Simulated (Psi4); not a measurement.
Intermolecular potential of CH5N ··· Li+ (SMILES CN and [Li+]) (charge +1). Monomers: optimised at B3LYP-D3(BJ) (def2-TZVP), held rigid. Orientation: lowest of the rigid-body minima from ten starts at GFN2-xTB (searched outside a hard wall at short contacts). R is the distance of the centres of mass, along which the second monomer moves. The shortest distances reach bonding range, where SAPT0 and rigid monomers are unreliable.

Level of theory: SAPT0/jun-cc-pVDZ, all electrons correlated (Psi4).

Components in kcal/mol:

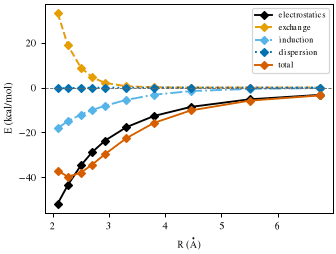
Components of the interaction energy.

| R / Å | electrostatics | exchange | induction | dispersion | total |
|---|---|---|---|---|---|
| 2.09 | -51.71 | 33.14 | -18.10 | -0.36 | -37.03 |
| 2.27 | -43.44 | 18.79 | -14.92 | -0.21 | -39.78 |
| 2.50 | -34.73 | 8.93 | -12.05 | -0.11 | -37.96 |
| 2.70 | -28.83 | 4.58 | -10.06 | -0.06 | -34.37 |
| 2.93 | -23.65 | 2.10 | -8.09 | -0.04 | -29.68 |
| 3.31 | -17.65 | 0.59 | -5.48 | -0.02 | -22.55 |
| 3.80 | -12.66 | 0.12 | -3.20 | -0.01 | -15.74 |
| 4.46 | -8.60 | 0.01 | -1.56 | 0.00 | -10.15 |
| 5.50 | -5.24 | 0.00 | -0.59 | 0.00 | -5.83 |
| 6.75 | -3.25 | 0.00 | -0.25 | 0.00 | -3.50 |
